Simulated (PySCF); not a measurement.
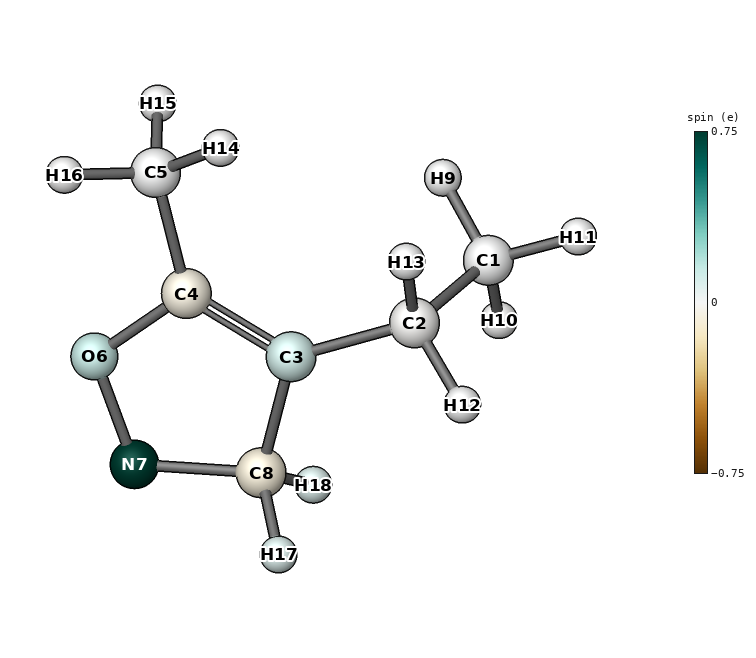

Atoms are coloured by their Mulliken spin populations. State: neutral, doublet. Computed geometry: GFN2-xTB optimisation. No frequency run is at hand to confirm it as a minimum. Properties computed with UKS B3LYP, pcH-1 on C H N O, non-relativistic (PySCF 2.14.0).

Question: Which atom carries the largest spin population?

Answer: N7 (0.75 e).

Question: Which atom has the lowest spin population?

Answer: C8 (−0.08 e); a negative value comes from spin polarisation.

List the Mulliken spin populations.

```tsv
atom	value (e)
C1	0.00
C2	−0.01
C3	0.11
C4	−0.06
C5	0.00
O6	0.14
N7	0.75
C8	−0.08
H9	0.00
H10	0.00
H11	0.00
H12	0.00
H13	0.00
H14	0.00
H15	0.00
H16	0.00
H17	0.07
H18	0.08
```

Mulliken values depend strongly on the basis set.
